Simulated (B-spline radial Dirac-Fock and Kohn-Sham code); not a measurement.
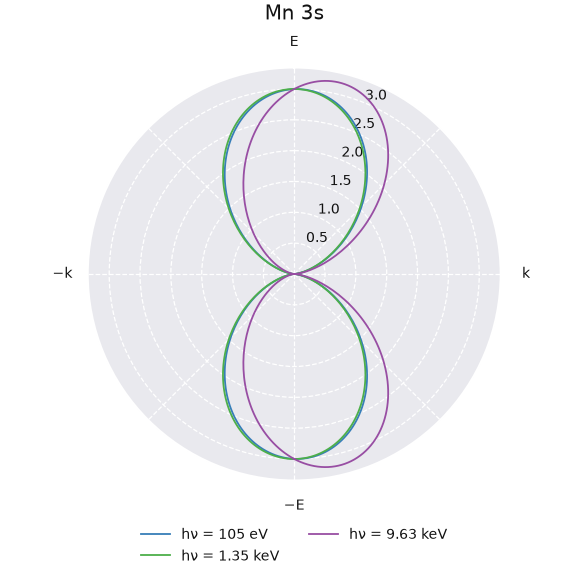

Angular distribution of photoelectrons from M1 (3s) in the plane of the polarisation E (up) and the photon direction k (right), relative to an isotropic one. Species: atomic Mn. The calculation used a Dirac–Hartree–Slater potential; 1 + βP₂(cos θ) + (δ + γ cos²θ) sin θ cos φ with E1 and E1–E2 terms (a radial B-spline solver). Open shells are averaged over j.

Is the pattern at 9.63 keV symmetric between forward and backward?

Answer. No: 45° forward of E it is 2.2 times the value 45° backward, from the non-dipole terms.

What are β, γ and δ at 9.63 keV?

Answer. β = 1.999, γ = 1.602, δ = 0.000.
